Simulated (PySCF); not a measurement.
Sn(Me)2(Cl)2, SMILES [CH3][Sn]([CH3])([Cl])[Cl] at its CAM-B3LYP/def2-SVP optimised geometry (Å):

```
11

C     -1.4934    -1.9717    -1.8501
Sn    -0.8533    -1.1321     0.0000
C     -1.4872    -1.9750     1.8506
Cl    -1.5025     1.1321     0.0000
Cl     1.5025    -1.1321     0.0000
H     -1.2741    -3.0476    -1.8686
H     -0.9557    -1.4757    -2.6681
H     -2.5730    -1.8126    -1.9732
H     -1.1229    -1.3424     2.6700
H     -1.0733    -2.9865     1.9580
H     -2.5841    -2.0192     1.8838
```

Method: PySCF with CAM-B3LYP/def2-TZVP, def2 effective core potentials past Kr. The core electrons that the potentials of Sn replace are not part of the density. Cells within 0.4 Å of a nucleus heavier than hydrogen are left out (blank, or x).

Map of the electron localisation function on the plane z = 0.0 Å:

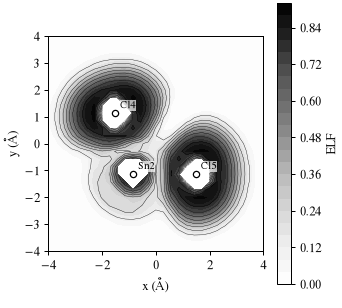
Electron localisation function on the plane z = 0.0 Å.
